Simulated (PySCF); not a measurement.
# [Gd(H2O)3]3+: other functionals and bases at one geometry

How far do other levels of theory move the description of [Gd(H2O)3]3+, and what does each cost? The species was built from a template and needn't be a known compound.

Program: PySCF 2.14.0. Level of theory: several levels, as the steps say, no spin–orbit coupling. These are calculated values, not measurements.

2 further runs of the same task are left out: 2 for a known fault of the program.

## Step 1: Starting geometry

10 atoms, charge 3, spin multiplicity 1.

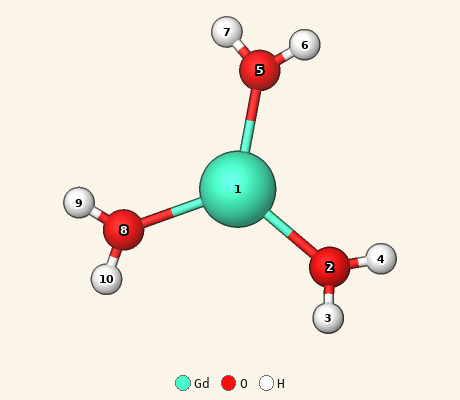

The geometry (gadolinium teal, oxygen red, hydrogen white); atoms are numbered from 1 in the order of the file.

Geometry (Å):

```xyz
10
charge 3, multiplicity 1
Gd    0.0000    0.0000    0.0000
O     2.2892    0.0000    0.0000
H     2.9078   -0.7561    0.1693
H     2.9078    0.7562   -0.1693
O    -1.1446    1.9825    0.0000
H    -0.7991    2.8963    0.1693
H    -2.1088    2.1402   -0.1693
O    -1.1446   -1.9825    0.0000
H    -2.1088   -2.1402    0.1693
H    -0.7991   -2.8963   -0.1693
```

Formal oxidation states: Gd +3. Each metal's 7 4f electrons lie in its core potential, so multiplicities, spins and levels count the valence alone. An earlier session relaxed this geometry at B3LYP, Gd lcecp-1-SVP with ECP53, O def2-SVP, H def2-SVP (singlet, point group D3).

At B3LYP on the finer grid: E = -263.956864 Eh, HOMO -24.80 eV, LUMO -17.37 eV, Mulliken charge on Gd1 +1.95 e, largest force component 0.005 eV/Å. 

Levels to run: r2SCAN; BP86; PBE; BLYP; B3LYP, TZVP; PBE0, SVP. Hardware: 2 threads of Arm Neoverse V2, shared host.

## Step 2: r2SCAN

Input file run.py (the lines that set the calculation):

```python
mol = gto.M(atom='''
Gd     0.00000     0.00000     0.00000
O      2.28917     0.00001     0.00000
H      2.90783    -0.75614     0.16929
H      2.90783     0.75616    -0.16929
O     -1.14459     1.98248     0.00000
H     -0.79908     2.89632     0.16929
H     -2.10877     2.14017    -0.16929
O     -1.14458    -1.98249     0.00000
H     -2.10875    -2.14019     0.16929
H     -0.79906    -2.89633    -0.16929''',
    basis={'Gd': 'lcecp-1-SVP', 'O': 'def2-SVP', 'H': 'def2-SVP'},
    ecp={'Gd': 'lcecp-1-SVP'},
    charge=3, spin=0)
mf = dft.RKS(mol, xc='R2SCAN')
mf.grids.atom_grid = (75, 302)  # f atoms: unpruned, at least (60, 302)
mf = mf.density_fit()  # fitting sets: Gd AutoAux, O def2-universal-JKFIT, H def2-universal-JKFIT
mf.conv_tol = 1e-08; mf.max_cycle = 55
mf.kernel(dm0)  # dm0: the density of the relaxed state
```

Command:

```console
OMP_NUM_THREADS=2 python run.py
```

Log:

```text
init E= -263.841001953723
  HOMO = -0.870332868865177  LUMO = -0.638775076362493  gap/eV = 6.30101
cycle= 1 E= -263.841991495185  delta_E= -0.00099  |g|= 0.0298  |ddm|= 0.112
  HOMO = -0.875750424033897  LUMO = -0.634551549016609  gap/eV = 6.56336
cycle= 2 E= -263.84159990909  delta_E= 0.000392  |g|= 0.054  |ddm|= 0.0582
  HOMO = -0.870999526488419  LUMO = -0.635785625232227  gap/eV = 6.40050
cycle= 3 E= -263.842173873035  delta_E= -0.000574  |g|= 0.000941  |ddm|= 0.0348
  HOMO = -0.871028891887261  LUMO = -0.636108083893179  gap/eV = 6.39252
cycle= 4 E= -263.842174173379  delta_E= -3e-07  |g|= 0.000293  |ddm|= 0.00202
  HOMO = -0.871014307040741  LUMO = -0.63603229289532  gap/eV = 6.39419
cycle= 5 E= -263.842174201602  delta_E= -2.82e-08  |g|= 2.91e-05  |ddm|= 0.000393
  HOMO = -0.871012818144845  LUMO = -0.636028778898155  gap/eV = 6.39424
cycle= 6 E= -263.84217420175  delta_E= -1.48e-10  |g|= 4.05e-06  |ddm|= 3.06e-05
  HOMO = -0.871012098271057  LUMO = -0.636030077306115  gap/eV = 6.39419
Extra cycle  E= -263.842174201744  delta_E= 5.57e-12  |g|= 6.99e-06  |ddm|= 1.08e-05
converged SCF energy = -263.842174201744
```

Run time: 8.6 s. Hardware: 2 threads of Arm Neoverse V2, shared host.

Read off: E = -263.842174 Eh, HOMO -23.70 eV, LUMO -17.31 eV, Mulliken charge on Gd1 +1.98 e, largest force component 0.052 eV/Å. 

## Step 3: BP86

Edit run.py (the lines that set the calculation) of step 2 so:

```diff
@@ -14,3 +14,3 @@
     charge=3, spin=0)
-mf = dft.RKS(mol, xc='R2SCAN')
+mf = dft.RKS(mol, xc='B88,P86')
 mf.grids.atom_grid = (75, 302)  # f atoms: unpruned, at least (60, 302)
```

Command:

```console
OMP_NUM_THREADS=2 python run.py
```

Log:

```text
init E= -263.995914530513
  HOMO = -0.852918003923985  LUMO = -0.658873232987514  gap/eV = 5.28023
cycle= 1 E= -263.995376200487  delta_E= 0.000538  |g|= 0.101  |ddm|= 0.188
  HOMO = -0.875779067103811  LUMO = -0.643655428028481  gap/eV = 6.31641
cycle= 2 E= -263.988507147937  delta_E= 0.00687  |g|= 0.214  |ddm|= 0.234
  HOMO = -0.859450511781779  LUMO = -0.64952168656385  gap/eV = 5.71245
cycle= 3 E= -263.997674648257  delta_E= -0.00917  |g|= 0.0088  |ddm|= 0.14
  HOMO = -0.859610844560131  LUMO = -0.651652044479149  gap/eV = 5.65885
cycle= 4 E= -263.997704880964  delta_E= -3.02e-05  |g|= 0.000876  |ddm|= 0.0143
  HOMO = -0.859534085752475  LUMO = -0.651666871788033  gap/eV = 5.65636
cycle= 5 E= -263.997704862644  delta_E= 1.83e-08  |g|= 8.6e-05  |ddm|= 0.000659
  HOMO = -0.859528874760909  LUMO = -0.651657289003091  gap/eV = 5.65647
cycle= 6 E= -263.997705027483  delta_E= -1.65e-07  |g|= 1.37e-05  |ddm|= 8.27e-05
  HOMO = -0.859530186132217  LUMO = -0.651656499565204  gap/eV = 5.65653
cycle= 7 E= -263.997705027524  delta_E= -4.05e-11  |g|= 4.52e-07  |ddm|= 1.03e-05
  HOMO = -0.859530270621511  LUMO = -0.651656532054774  gap/eV = 5.65653
Extra cycle  E= -263.997705027524  delta_E= -3.41e-13  |g|= 7.68e-07  |ddm|= 7.81e-07
converged SCF energy = -263.997705027524
```

Wall time 5.7 s (2 threads of Arm Neoverse V2, shared host).

It gives: E = -263.997705 Eh, HOMO -23.39 eV, LUMO -17.73 eV, Mulliken charge on Gd1 +1.87 e, largest force component 0.494 eV/Å. 

## Step 4: PBE

Edit run.py (the lines that set the calculation) of step 3 so:

```diff
@@ -14,3 +14,3 @@
     charge=3, spin=0)
-mf = dft.RKS(mol, xc='B88,P86')
+mf = dft.RKS(mol, xc='PBE')
 mf.grids.atom_grid = (75, 302)  # f atoms: unpruned, at least (60, 302)
```

Command:

```console
OMP_NUM_THREADS=2 python run.py
```

Log:

```text
init E= -263.702265464068
  HOMO = -0.847903697974102  LUMO = -0.66406758012684  gap/eV = 5.00244
cycle= 1 E= -263.701289888452  delta_E= 0.000976  |g|= 0.11  |ddm|= 0.194
  HOMO = -0.873456164253852  LUMO = -0.648309917326407  gap/eV = 6.12654
cycle= 2 E= -263.692983092441  delta_E= 0.00831  |g|= 0.234  |ddm|= 0.254
  HOMO = -0.855528438647135  LUMO = -0.654606292745926  gap/eV = 5.46737
cycle= 3 E= -263.70400215406  delta_E= -0.011  |g|= 0.00937  |ddm|= 0.153
  HOMO = -0.855646175005663  LUMO = -0.656836907799667  gap/eV = 5.40988
cycle= 4 E= -263.70403683935  delta_E= -3.47e-05  |g|= 0.000992  |ddm|= 0.0153
  HOMO = -0.855551330166666  LUMO = -0.656852332286121  gap/eV = 5.40688
cycle= 5 E= -263.704037025809  delta_E= -1.86e-07  |g|= 9.97e-05  |ddm|= 0.000707
  HOMO = -0.855546313514427  LUMO = -0.656842842623631  gap/eV = 5.40700
cycle= 6 E= -263.70403702772  delta_E= -1.91e-09  |g|= 1.62e-05  |ddm|= 0.000104
  HOMO = -0.855550470651863  LUMO = -0.656840541927829  gap/eV = 5.40717
Extra cycle  E= -263.704037027529  delta_E= 1.91e-10  |g|= 3.51e-05  |ddm|= 3.75e-05
converged SCF energy = -263.704037027529
```

Run time: 5.3 s. Hardware: 2 threads of Arm Neoverse V2, shared host.

Result: E = -263.704037 Eh, HOMO -23.28 eV, LUMO -17.87 eV, Mulliken charge on Gd1 +1.85 e, largest force component 0.435 eV/Å. 

## Step 5: BLYP

Edit run.py (the lines that set the calculation) of step 4 so:

```diff
@@ -14,3 +14,3 @@
     charge=3, spin=0)
-mf = dft.RKS(mol, xc='PBE')
+mf = dft.RKS(mol, xc='BLYP')
 mf.grids.atom_grid = (75, 302)  # f atoms: unpruned, at least (60, 302)
```

Command:

```console
OMP_NUM_THREADS=2 python run.py
```

Log:

```text
init E= -263.864758674788
  HOMO = -0.845562542348443  LUMO = -0.66391016564148  gap/eV = 4.94301
cycle= 1 E= -263.865884425345  delta_E= -0.00113  |g|= 0.0648  |ddm|= 0.202
  HOMO = -0.861306045636702  LUMO = -0.650305526223634  gap/eV = 5.74162
cycle= 2 E= -263.862684568817  delta_E= 0.0032  |g|= 0.144  |ddm|= 0.177
  HOMO = -0.851002893088595  LUMO = -0.655193535397991  gap/eV = 5.32824
cycle= 3 E= -263.867000342088  delta_E= -0.00432  |g|= 0.00977  |ddm|= 0.097
  HOMO = -0.851264960829641  LUMO = -0.657533701084436  gap/eV = 5.27170
cycle= 4 E= -263.867038053836  delta_E= -3.77e-05  |g|= 0.00147  |ddm|= 0.016
  HOMO = -0.851113278549424  LUMO = -0.657563884370027  gap/eV = 5.26675
cycle= 5 E= -263.867038492128  delta_E= -4.38e-07  |g|= 0.000105  |ddm|= 0.00107
  HOMO = -0.851101538896555  LUMO = -0.657555831240554  gap/eV = 5.26665
cycle= 6 E= -263.86703849411  delta_E= -1.98e-09  |g|= 3.77e-06  |ddm|= 8.35e-05
  HOMO = -0.851102298500802  LUMO = -0.657555560030572  gap/eV = 5.26668
Extra cycle  E= -263.867038494107  delta_E= 2.39e-12  |g|= 5.19e-06  |ddm|= 5.76e-06
converged SCF energy = -263.867038494107
```

Wall time 5.2 s (2 threads of Arm Neoverse V2, shared host).

It gives: E = -263.867038 Eh, HOMO -23.16 eV, LUMO -17.89 eV, Mulliken charge on Gd1 +1.84 e, largest force component 0.406 eV/Å. 

## Step 6: B3LYP, TZVP

Basis: Gd lcecp-1-TZVP with ECP53, O def2-TZVP, H def2-TZVP. 

Edit run.py (the lines that set the calculation) of step 5 so:

```diff
@@ -11,6 +11,6 @@
 H     -0.79906    -2.89633    -0.16929''',
-    basis={'Gd': 'lcecp-1-SVP', 'O': 'def2-SVP', 'H': 'def2-SVP'},
-    ecp={'Gd': 'lcecp-1-SVP'},
+    basis={'Gd': 'lcecp-1-TZVP', 'O': 'def2-TZVP', 'H': 'def2-TZVP'},
+    ecp={'Gd': 'lcecp-1-TZVP'},
     charge=3, spin=0)
-mf = dft.RKS(mol, xc='BLYP')
+mf = dft.RKS(mol, xc='B3LYP')
 mf.grids.atom_grid = (75, 302)  # f atoms: unpruned, at least (60, 302)
@@ -18,2 +18,2 @@
 mf.conv_tol = 1e-08; mf.max_cycle = 55
-mf.kernel(dm0)  # dm0: the density of the relaxed state
+mf.kernel(dm0)  # dm0: free metal ions and neutral atoms
```

Command:

```console
OMP_NUM_THREADS=2 python run.py
```

Log:

```text
init E= -254.918309952475
  HOMO = -1.34104457443303  LUMO = -0.702492298247433  gap/eV = 17.37589
cycle= 1 E= -262.163677355498  delta_E= -7.25  |g|= 3.74  |ddm|= 2.34
  HOMO = -0.638359745768657  LUMO = -0.534898776252745  gap/eV = 2.81532
cycle= 2 E= -251.648415604291  delta_E= 10.5  |g|= 6.43  |ddm|= 4.89
  HOMO = -0.954108841253903  LUMO = -0.523257077207585  gap/eV = 11.72407
cycle= 3 E= -263.972215869837  delta_E= -12.3  |g|= 0.945  |ddm|= 4.73
  HOMO = -0.932478581134222  LUMO = -0.65765588825868  gap/eV = 7.47831
cycle= 4 E= -264.219283540373  delta_E= -0.247  |g|= 0.26  |ddm|= 1.37
  HOMO = -0.909452841413353  LUMO = -0.633309371969922  gap/eV = 7.51425
cycle= 5 E= -264.231684004382  delta_E= -0.0124  |g|= 0.0356  |ddm|= 0.195
  HOMO = -0.913020159310386  LUMO = -0.636530259594038  gap/eV = 7.52367
cycle= 6 E= -264.231932503026  delta_E= -0.000248  |g|= 0.00295  |ddm|= 0.0236
  HOMO = -0.913277389252679  LUMO = -0.636431569194489  gap/eV = 7.53336
cycle= 7 E= -264.231934152491  delta_E= -1.65e-06  |g|= 0.000632  |ddm|= 0.00475
  HOMO = -0.913200703878264  LUMO = -0.636340878655069  gap/eV = 7.53374
cycle= 8 E= -264.231934219348  delta_E= -6.69e-08  |g|= 8.16e-05  |ddm|= 0.000568
  HOMO = -0.913205282374007  LUMO = -0.63634977882879  gap/eV = 7.53362
cycle= 9 E= -264.231934219695  delta_E= -3.47e-10  |g|= 7.42e-05  |ddm|= 6.77e-05
  HOMO = -0.913208302147218  LUMO = -0.636349056671373  gap/eV = 7.53372
Extra cycle  E= -264.231934217996  delta_E= 1.7e-09  |g|= 0.000126  |ddm|= 8.19e-05
converged SCF energy = -264.231934217996
```

Wall time 13 s (2 threads of Arm Neoverse V2, shared host).

Result: E = -264.231934 Eh, HOMO -24.85 eV, LUMO -17.32 eV, Mulliken charge on Gd1 +2.23 e, largest force component 0.383 eV/Å. 

## Step 7: PBE0, SVP

Basis: Gd def2-SVP with ECP28, O def2-SVP, H def2-SVP. The 4f electrons are now in the valence.

Input file run.py (the lines that set the calculation):

```python
mol = gto.M(atom='''
Gd     0.00000     0.00000     0.00000
O      2.28917     0.00001     0.00000
H      2.90783    -0.75614     0.16929
H      2.90783     0.75616    -0.16929
O     -1.14459     1.98248     0.00000
H     -0.79908     2.89632     0.16929
H     -2.10877     2.14017    -0.16929
O     -1.14458    -1.98249     0.00000
H     -2.10875    -2.14019     0.16929
H     -0.79906    -2.89633    -0.16929''',
    basis={'Gd': 'def2-SVP', 'O': 'def2-SVP', 'H': 'def2-SVP'},
    ecp={'Gd': 'def2-SVP'},
    charge=3, spin=7)
mf = dft.UKS(mol, xc='PBE0')
mf.grids.atom_grid = (75, 302)  # f atoms: unpruned, at least (60, 302)
mf = mf.density_fit()  # fitting sets: Gd def2-universal-JKFIT, O def2-universal-JKFIT, H def2-universal-JKFIT
mf.conv_tol = 1e-08; mf.max_cycle = 55
mf.kernel(dm0)  # dm0: free metal ions and neutral atoms
```

Command:

```console
OMP_NUM_THREADS=2 python run.py
```

Log:

```text
init E= -992.885589479652
  HOMO = -1.09153107223  LUMO = -0.94283675803  gap/eV = 4.04618
cycle= 1 E= -993.049395796711  delta_E= -0.164  |g|= 0.899  |ddm|= 1.86
  HOMO = -0.763634990253  LUMO = -0.548077038249  gap/eV = 5.86563
cycle= 2 E= -992.963107959013  delta_E= 0.0863  |g|= 1.09  |ddm|= 1.16
  HOMO = -0.932267523832  LUMO = -0.608273867717  gap/eV = 8.81632
cycle= 3 E= -993.351711354477  delta_E= -0.389  |g|= 0.135  |ddm|= 0.641
  HOMO = -0.920447125577  LUMO = -0.648135914467  gap/eV = 7.40997
cycle= 4 E= -993.359194581304  delta_E= -0.00748  |g|= 0.0631  |ddm|= 0.134
  HOMO = -0.922892491087  LUMO = -0.638905939594  gap/eV = 7.72767
cycle= 5 E= -993.359709909471  delta_E= -0.000515  |g|= 0.0114  |ddm|= 0.0294
  HOMO = -0.922413173552  LUMO = -0.638643255439  gap/eV = 7.72177
cycle= 6 E= -993.359843617215  delta_E= -0.000134  |g|= 0.0149  |ddm|= 0.0183
  HOMO = -0.922264846503  LUMO = -0.641334805236  gap/eV = 7.64450
cycle= 7 E= -993.359645224141  delta_E= 0.000198  |g|= 0.00495  |ddm|= 0.035
  HOMO = -0.922458286613  LUMO = -0.642557977778  gap/eV = 7.61648
cycle= 8 E= -993.359631463246  delta_E= 1.38e-05  |g|= 0.00157  |ddm|= 0.0121
  HOMO = -0.922515703999  LUMO = -0.642573121365  gap/eV = 7.61763
cycle= 9 E= -993.35963292568  delta_E= -1.46e-06  |g|= 0.000746  |ddm|= 0.00375
  HOMO = -0.922502860092  LUMO = -0.642761118461  gap/eV = 7.61216
cycle= 10 E= -993.359633161289  delta_E= -2.36e-07  |g|= 0.000182  |ddm|= 0.00127
  HOMO = -0.922495366568  LUMO = -0.642755822603  gap/eV = 7.61210
cycle= 11 E= -993.359633191967  delta_E= -3.07e-08  |g|= 3.28e-05  |ddm|= 0.000566
  HOMO = -0.922496307351  LUMO = -0.642759296943  gap/eV = 7.61203
cycle= 12 E= -993.359633192206  delta_E= -2.39e-10  |g|= 4.77e-06  |ddm|= 3.57e-05
  HOMO = -0.922496781215  LUMO = -0.642759424653  gap/eV = 7.61204
Extra cycle  E= -993.359633192213  delta_E= -7.28e-12  |g|= 5.86e-06  |ddm|= 6.92e-06
converged SCF energy = -993.359633192213  <S^2> = 15.758172  2S+1 = 8.0020428
```

It took 28 s on 2 threads of Arm Neoverse V2, shared host.

Read off: E = -993.359633 Eh, HOMO -25.10 eV, LUMO -18.07 eV (over both spins), ⟨S²⟩ = 15.758, Mulliken charge on Gd1 +2.05 e, largest force component 0.231 eV/Å. 

## Step 8: Results

| level | state | HOMO (eV) | gap (eV) | charge on Gd1 (e) | dipole (D) | largest force (eV/Å) | basis functions | time |
| --- | --- | --- | --- | --- | --- | --- | --- | --- |
| B3LYP (relaxed here) | singlet | -24.80 | 7.43 | 1.95 | 0.00 | 0.01 | 105 | 15 s |
| r2SCAN | singlet | -23.70 | 6.39 | 1.98 | 0.00 | 0.05 | 105 | 8.6 s |
| BP86 | singlet | -23.39 | 5.66 | 1.87 | 0.00 | 0.49 | 105 | 5.7 s |
| PBE | singlet | -23.28 | 5.41 | 1.85 | 0.00 | 0.43 | 105 | 5.3 s |
| BLYP | singlet | -23.16 | 5.27 | 1.84 | 0.00 | 0.41 | 105 | 5.2 s |
| B3LYP, TZVP | singlet | -24.85 | 7.53 | 2.23 | 0.00 | 0.38 | 176 | 13 s |
| PBE0, SVP | octet | -25.10 | 7.03 | 2.05 | 0.00 | 0.23 | 150 | 28 s |

Times are on 2 threads of Arm Neoverse V2, shared host; the first row also made further properties. The dipole of a charged species depends on the origin, so these sizes hold for this origin alone.

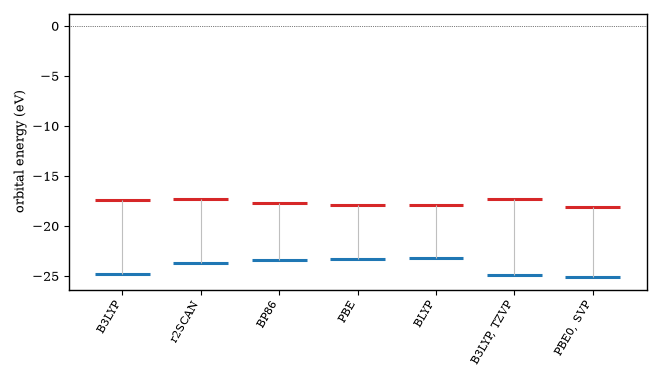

Highest filled and lowest empty level, method by method.

In one basis the HOMO–LUMO gap runs from 5.27 eV (BLYP) to 7.43 eV (B3LYP). The largest leftover force, 0.49 eV/Å with BP86, stands at a geometry relaxed at another level. The Mulliken charge on Gd spans +1.84 to +2.23 e over the levels. With 4f in the core, its levels are missing from HOMO and gap. Total energies of different levels can't be compared. Spin–orbit coupling is left out throughout.
